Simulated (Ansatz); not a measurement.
# GaH3S2: molecular dynamics

Aim: follow the molecule's vibrations and see whether its bonds hold. The start is relaxed first. Runs: 300 steps of 0.25 fs under a Langevin thermostat at 100 K. SMILES of the start: [SH][GaH][SH].

All numbers below are computed with Ansatz 0.2.0 (RKS LDA/def2-SVP).

## 1. The system as given

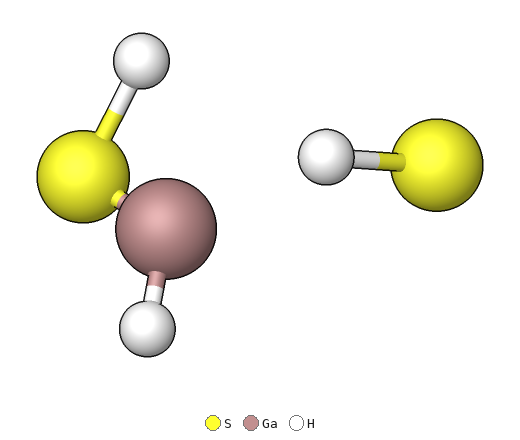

The starting structure, seen from a chosen angle (sulfur yellow, gallium pink, hydrogen white).

Coordinates:

```xyz
6

S    -1.5249   -1.7786    0.2345
Ga    0.6065    0.2285   -0.3956
S     1.4345    0.7850    0.2367
H    -1.6710   -0.3381    0.0373
H     0.5637    0.4206   -1.5276
H     0.6333    0.6186    1.3685
```

## 2. Preparing the start

input.yaml

```yaml
crystal:
  periodic: [false, false, false]
  atoms:
    - { symbol: S, position_ang: [-1.5249, -1.7786, 0.2345] }
    - { symbol: Ga, position_ang: [0.6065, 0.2285, -0.3956] }
    - { symbol: S, position_ang: [1.4345, 0.785, 0.2367] }
    - { symbol: H, position_ang: [-1.671, -0.3381, 0.0373] }
    - { symbol: H, position_ang: [0.5637, 0.4206, -1.5276] }
    - { symbol: H, position_ang: [0.6333, 0.6186, 1.3685] }
basis:
  gaussian: { orbitals: def2-SVP }
hamiltonian:
  xc: lda
relax:
  f_tol: 0.02
  max_steps: 40
scf:
  lower_state_search: "off"
```

Run with:

```bash
$ ansatz run input.yaml --threads 1 --pin off --max-ram 2048MiB --backend cpu --events-out ev --progress --plain --runs-dir out
```

Standard output, shortened:

```text
Warning: RAYON_NUM_THREADS=1 ignored (pool sized by the plan → 1); use --threads N
[...]
Functional definition: SPW92
[...]
939 factors; their error is unknown
[...]
mean field -73881.21459689 eV, -2715.0845579497 hartree, gradient 7.8e-6 eV, S^2 0.000000; 0 other end points of the search recorded, 0 dependent functions left out
[...]
reference -73881.21463086 eV, -2715.0845591981 hartree; 33, 33 occupied and 50, 50 virtual orbitals, 939 factors
relax step   1: F+E_penalty+E_count = -73881.21459689 eV  Δ(F+E_penalty+E_count) = +0.000e0 eV  max|allowed force component| = 1.208e2 eV/Å  Δτ_max = 0.0000 Å  (17 SCF iters, accepted)
[...]
relax step   5: F+E_penalty+E_count = -73927.64856771 eV  Δ(F+E_penalty+E_count) = -8.833e-1 eV  max|allowed force component| = 1.585e0 eV/Å  Δτ_max = 0.1947 Å  (23 SCF iters, accepted)
[...]
relax step   9: F+E_penalty+E_count = -73928.09358125 eV  Δ(F+E_penalty+E_count) = -3.262e-2 eV  max|allowed force component| = 2.610e-1 eV/Å  Δτ_max = 0.1029 Å  (17 SCF iters, accepted)
[...]
relax step  13: F+E_penalty+E_count = -73928.25523886 eV  Δ(F+E_penalty+E_count) = -3.434e-2 eV  max|allowed force component| = 3.611e-1 eV/Å  Δτ_max = 0.1340 Å  (19 SCF iters, accepted)
[...]
relax step  16: F+E_penalty+E_count = -73928.28680088 eV  Δ(F+E_penalty+E_count) = -2.073e-3 eV  max|allowed force component| = 2.115e-2 eV/Å  Δτ_max = 0.0715 Å  (18 SCF iters, accepted)
[...]
relax step  17: F+E_penalty+E_count = -73928.28762687 eV  Δ(F+E_penalty+E_count) = -8.260e-4 eV  max|allowed force component| = 2.589e-3 eV/Å  Δτ_max = 0.0273 Å  (17 SCF iters, accepted)
Total energy: -73928.28765775 eV, -2716.8144610291 hartree
Atom 0 at    -1.538624    -1.062874    -0.381057 Å, force    -0.001961     0.000739    -0.002589 eV/Å
Atom 1 at     0.320570    -0.006214    -0.825734 Å, force    -0.000494    -0.000026    -0.000400 eV/Å
Atom 2 at     1.404090     1.037125     0.757987 Å, force     0.001916     0.001718    -0.001118 eV/Å
Atom 3 at    -1.530294    -0.739284     0.945002 Å, force     0.001367    -0.001205     0.001933 eV/Å
Atom 4 at     0.875489     0.003058    -2.277386 Å, force     0.000386    -0.000749     0.001306 eV/Å
Atom 5 at     0.510868     0.704190     1.734987 Å, force    -0.001213    -0.000478     0.000869 eV/Å
Dipole moment:    -0.083295    -0.000622     0.216630 e Å
Checks for a lower state left out: stability, starts, cluster_reference, orbital_swaps, neighbouring_geometries, increment
```

Wall time 16 s (1 thread of Intel Xeon Platinum 8488C (Sapphire Rapids), shared host); peak memory 0.14 GiB.

The steps of the relaxation:

```
step  energy from step 1 (eV)  largest force component (eV/Å)
   1                   0.0000                        120.7977
   2                 -33.7308                         29.0401
   3                 -42.2195                         11.6129
   4                 -45.5507                          3.3715
   5                 -46.4340                          1.5846
   6                 -46.7038                          1.0927
   7                 -46.7960                          0.8671
   8                 -46.8464                          0.3573
   9                 -46.8790                          0.2610
  10                 -46.9061                          0.9018
  11                 -46.9369                          1.1338
  12                 -47.0063                          0.5466
  13                 -47.0406                          0.3611
  14                 -47.0437                          0.3219
  15                 -47.0701                          0.0478
  16                 -47.0722                          0.0212
  17                 -47.0730                          0.0026
```

Step 1 is the start.

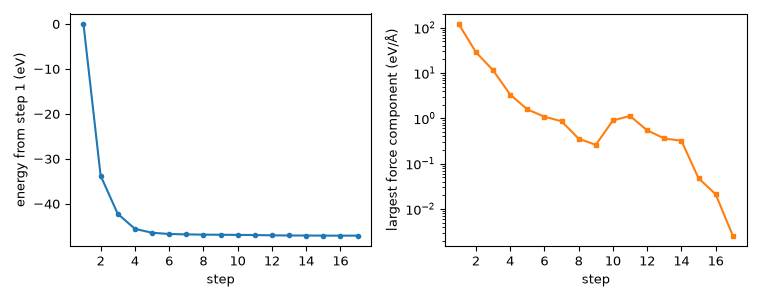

Energy and largest force along the relaxation.

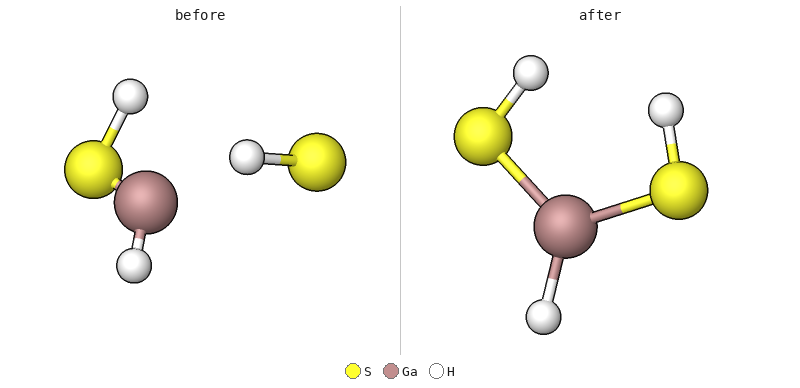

Before and after, at one scale.

After: Bond lengths: S1–Ga2 2.184 Å, Ga2–S3 2.184 Å, S1–H4 1.365 Å, Ga2–H5 1.554 Å, S3–H6 1.365 Å. Angles: S1–Ga2–S3 120.4°, S1–Ga2–H5 119.8°, S3–Ga2–H5 119.8°, Ga2–S1–H4 94.5°, Ga2–S3–H6 94.5°.

Pairs that crossed the distance rule for bonds on the way: came closer S1–Ga2; moved apart Ga2–H6.

## 3. Dynamics

300 steps of 0.25 fs under a Langevin thermostat at 100 K, from the relaxed start.

input.yaml

```yaml
crystal:
  periodic: [false, false, false]
  atoms:
    - { symbol: S, position_ang: [-1.538624, -1.062874, -0.381057] }
    - { symbol: Ga, position_ang: [0.32057, -0.006214, -0.825734] }
    - { symbol: S, position_ang: [1.40409, 1.037125, 0.757987] }
    - { symbol: H, position_ang: [-1.530294, -0.739284, 0.945002] }
    - { symbol: H, position_ang: [0.875489, 0.003058, -2.277386] }
    - { symbol: H, position_ang: [0.510868, 0.70419, 1.734987] }
basis:
  gaussian: { orbitals: def2-SVP }
hamiltonian:
  xc: lda
md:
  timestep: 0.25
  n_steps: 300
  ensemble: nvt_langevin
  temperature: 100.0
  initial_velocities: maxwell_boltzmann
  seed: 12622
  friction: 0.01
scf:
  lower_state_search: "off"
```

Run with:

```bash
$ ansatz run input.yaml --threads 1 --pin off --max-ram 2048MiB --backend cpu --events-out ev --progress --plain --runs-dir out
```

Standard output, shortened:

```text
Warning: RAYON_NUM_THREADS=1 ignored (pool sized by the plan → 1); use --threads N
[...]
[... 1 set-up line as earlier in the session ...]
[...]
939 factors; their error is unknown
[...]
mean field -73928.28761322 eV, -2716.8144593927 hartree, gradient 1.1e-6 eV, S^2 0.000000; 0 other end points of the search recorded, 0 dependent functions left out
[...]
reference -73928.28764397 eV, -2716.8144605228 hartree; 33, 33 occupied and 50, 50 virtual orbitals, 939 factors
md step     0: t =     0.00 fs  T =    83.3 K  F+E_penalty+E_count = -73928.28761322 eV  E_kin = 0.064630 eV  (14 SCF iters)
[...]
md step    22: t =     5.50 fs  T =    84.0 K  F+E_penalty+E_count = -73928.27286011 eV  E_kin = 0.065157 eV  (13 SCF iters)
[...]
md step    44: t =    11.00 fs  T =    76.1 K  F+E_penalty+E_count = -73928.24716430 eV  E_kin = 0.058982 eV  (13 SCF iters)
[...]
md step    66: t =    16.50 fs  T =    75.0 K  F+E_penalty+E_count = -73928.24864913 eV  E_kin = 0.058158 eV  (12 SCF iters)
[...]
md step    87: t =    21.75 fs  T =    98.2 K  F+E_penalty+E_count = -73928.25731945 eV  E_kin = 0.076153 eV  (12 SCF iters)
md step    88: t =    22.00 fs  T =    94.0 K  F+E_penalty+E_count = -73928.25769446 eV  E_kin = 0.072897 eV  (12 SCF iters)
```

## 4. More of the same log: dynamics from the start

Output, continued, shortened:

```text
md step    89: t =    22.25 fs  T =    92.7 K  F+E_penalty+E_count = -73928.25810006 eV  E_kin = 0.071922 eV  (12 SCF iters)
[...]
md step   118: t =    29.50 fs  T =    78.8 K  F+E_penalty+E_count = -73928.25225925 eV  E_kin = 0.061105 eV  (12 SCF iters)
[...]
md step   147: t =    36.75 fs  T =    63.8 K  F+E_penalty+E_count = -73928.24182209 eV  E_kin = 0.049445 eV  (13 SCF iters)
[...]
md step   176: t =    44.00 fs  T =    54.1 K  F+E_penalty+E_count = -73928.23986761 eV  E_kin = 0.041976 eV  (12 SCF iters)
[...]
md step   203: t =    50.75 fs  T =    53.2 K  F+E_penalty+E_count = -73928.24188094 eV  E_kin = 0.041264 eV  (12 SCF iters)
md step   204: t =    51.00 fs  T =    51.2 K  F+E_penalty+E_count = -73928.24205325 eV  E_kin = 0.039696 eV  (12 SCF iters)
```

## 5. The log goes on: dynamics from the start

The log, continued, shortened:

```text
md step   205: t =    51.25 fs  T =    53.6 K  F+E_penalty+E_count = -73928.24227674 eV  E_kin = 0.041577 eV  (12 SCF iters)
[...]
md step   229: t =    57.25 fs  T =    56.0 K  F+E_penalty+E_count = -73928.24383196 eV  E_kin = 0.043417 eV  (13 SCF iters)
[...]
md step   253: t =    63.25 fs  T =    58.7 K  F+E_penalty+E_count = -73928.24900437 eV  E_kin = 0.045559 eV  (12 SCF iters)
[...]
md step   277: t =    69.25 fs  T =    86.3 K  F+E_penalty+E_count = -73928.26473225 eV  E_kin = 0.066895 eV  (13 SCF iters)
[...]
md step   299: t =    74.75 fs  T =    83.0 K  F+E_penalty+E_count = -73928.27197081 eV  E_kin = 0.064362 eV  (13 SCF iters)
[...]
md step   300: t =    75.00 fs  T =    80.5 K  F+E_penalty+E_count = -73928.27122221 eV  E_kin = 0.062466 eV  (13 SCF iters)
Total energy: -73928.27125279 eV, -2716.8138581579 hartree
Atom 0 at    -1.561740    -0.898049    -0.407274 Å, force    -0.205311    -0.042314     0.102092 eV/Å
Atom 1 at     0.355057     0.037267    -0.823109 Å, force     0.067301    -0.077952    -0.209320 eV/Å
Atom 2 at     1.316181     1.033189     0.842315 Å, force     0.193460     0.215227     0.227961 eV/Å
Atom 3 at    -1.565972    -0.482416     0.901098 Å, force    -0.002116    -0.071032    -0.184238 eV/Å
Atom 4 at     1.051644    -0.021848    -2.218567 Å, force    -0.089536    -0.008924     0.100118 eV/Å
Atom 5 at     0.281641     0.816581     1.708592 Å, force     0.036202    -0.015006    -0.036612 eV/Å
Dipole moment:    -0.092888     0.021659     0.168657 e Å
Checks for a lower state left out: stability, starts, cluster_reference, orbital_swaps, neighbouring_geometries, increment
```

Wall time 3.5 min (1 thread of Intel Xeon Platinum 8488C (Sapphire Rapids), shared host); peak memory 0.13 GiB.

## 6. What the atoms did

The trajectory, every 16 steps (energies from step 0):

```
time (fs)  T (K)  potential energy change (meV/atom)
      0.0     83                                 0.0
      4.0     83                                 1.9
      8.0     64                                 4.7
     12.0     71                                 6.9
     16.0     79                                 6.6
     20.0     87                                 5.5
     24.0     99                                 4.5
     28.0     94                                 5.3
     32.0     82                                 6.7
     36.0     67                                 7.6
     40.0     60                                 8.2
     44.0     54                                 8.0
     48.0     45                                 7.8
     52.0     50                                 7.4
     56.0     49                                 7.3
     60.0     46                                 7.0
     64.0     62                                 6.1
     68.0     80                                 4.0
     72.0     81                                 3.0
     75.0     81                                 2.7
```

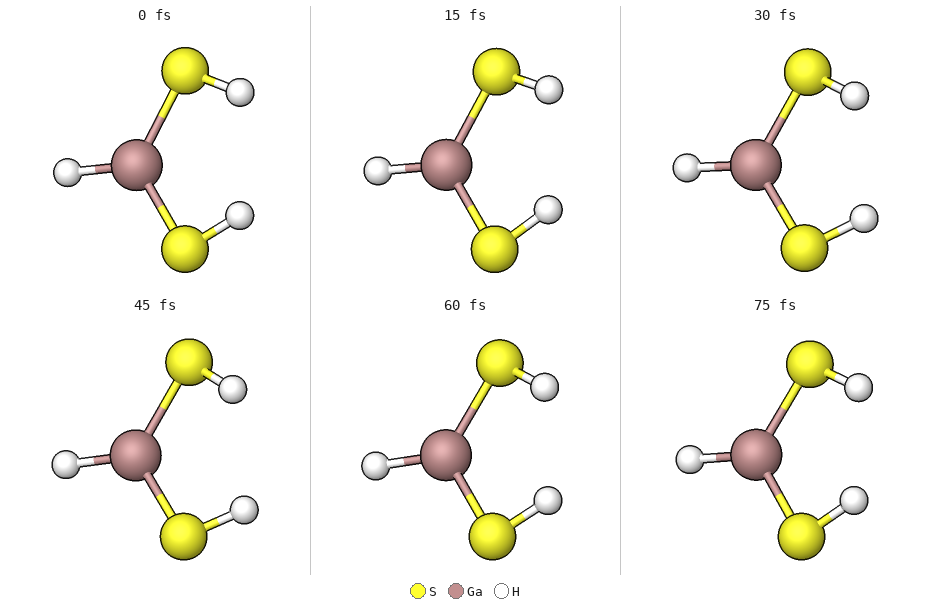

Six frames of the run, seen from a chosen angle. Sticks join atoms within a bonding distance in each frame.

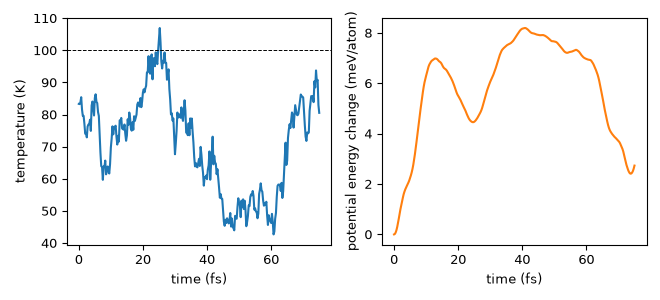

Traces against time; each panel has its own scale. The dashed line is the set temperature.

## 7. Positions and forces

Positions (Å) and forces (eV/Å):

```xyz
6
time_fs=9.5 T=62 dE=0.0362
S    -1.553   -1.053   -0.386    0.306    0.127   -0.252
Ga    0.332   -0.005   -0.831   -0.177   -0.188   -0.338
S     1.384    1.033    0.771    0.133    0.093    0.055
H    -1.334   -0.731    0.908   -0.177   -0.020    0.402
H     0.915   -0.016   -2.289   -0.040    0.047    0.228
H     0.486    0.796    1.772   -0.045   -0.059   -0.096
6
time_fs=18.8 T=83 dE=0.0355
S    -1.566   -1.029   -0.385    0.474    0.210   -0.120
Ga    0.345   -0.004   -0.838   -0.445   -0.214    0.089
S     1.363    1.033    0.783    0.298    0.130   -0.072
H    -1.302   -0.797    0.930   -0.177   -0.042    0.152
H     0.984    0.003   -2.241    0.050   -0.004   -0.173
H     0.401    0.849    1.719   -0.200   -0.080    0.124
6
time_fs=28.0 T=94 dE=0.0315
S    -1.573   -0.995   -0.376    0.390    0.108   -0.001
Ga    0.357   -0.002   -0.844   -0.265   -0.102    0.105
S     1.347    1.044    0.801    0.056    0.012   -0.031
H    -1.385   -0.903    0.982   -0.021    0.054   -0.212
H     1.030    0.023   -2.254   -0.143   -0.057    0.084
H     0.301    0.858    1.655   -0.017   -0.016    0.055
6
time_fs=37.5 T=66 dE=0.0465
S    -1.569   -0.957   -0.371    0.150   -0.047   -0.250
Ga    0.363    0.003   -0.851   -0.227    0.085    0.529
S     1.339    1.057    0.821   -0.116   -0.134   -0.185
H    -1.436   -0.961    0.988    0.119    0.134   -0.033
H     0.962    0.033   -2.275   -0.001   -0.056   -0.121
H     0.232    0.863    1.597    0.075    0.019    0.059
6
time_fs=47.0 T=47 dE=0.0474
S    -1.563   -0.924   -0.378   -0.014   -0.136   -0.119
Ga    0.365    0.008   -0.850   -0.039    0.232    0.247
S     1.332    1.063    0.838   -0.165   -0.204   -0.296
H    -1.421   -0.898    0.979    0.059    0.095   -0.014
H     0.860    0.007   -2.332    0.042   -0.008    0.163
H     0.204    0.871    1.589    0.118    0.021    0.020
6
time_fs=56.2 T=55 dE=0.0438
S    -1.563   -0.910   -0.391   -0.021   -0.111   -0.182
Ga    0.363    0.016   -0.844   -0.121    0.241    0.199
S     1.328    1.056    0.847   -0.079   -0.137   -0.262
H    -1.397   -0.729    0.943   -0.053    0.018    0.234
H     0.814    0.015   -2.328    0.188    0.002    0.017
H     0.211    0.892    1.620    0.086   -0.013   -0.007
6
time_fs=65.5 T=75 dE=0.0306
S    -1.566   -0.907   -0.399    0.021    0.025    0.254
Ga    0.359    0.026   -0.835   -0.139    0.069   -0.142
S     1.318    1.042    0.844    0.197    0.087   -0.067
H    -1.426   -0.585    0.930   -0.142   -0.112   -0.192
H     0.890    0.015   -2.302    0.094   -0.004    0.155
H     0.250    0.891    1.679   -0.031   -0.064   -0.008
6
time_fs=75.0 T=81 dE=0.0164
S    -1.562   -0.898   -0.407   -0.205   -0.042    0.102
Ga    0.355    0.037   -0.823    0.067   -0.078   -0.209
S     1.316    1.033    0.842    0.194    0.215    0.228
H    -1.566   -0.482    0.901   -0.002   -0.071   -0.184
H     1.052   -0.022   -2.219   -0.089   -0.009    0.100
H     0.282    0.817    1.709    0.036   -0.015   -0.037
```

## 8. Outcome

```
                        quantity                       value
         relaxation of the start   16 moves, 47.073 eV lower
                          length        300 steps of 0.25 fs
temperature, first and last step                 83 and 81 K
        temperature, second half  mean 62 K, from 43 to 94 K
   potential energy, second half  +6 meV/atom from the start
          bonds formed or broken                           0
```

What this shows: Against a set 100 K the second half averages 62 K with a spread of 14 K; 6 meV/atom has gone into potential energy, and a thermostat that acts over some 100 fs has not made it up in 75 fs. No bond forms or breaks. Averages from a run of 75 fs with 6 atoms are rough. The nuclei move classically, without zero-point motion, which matters most for hydrogen.
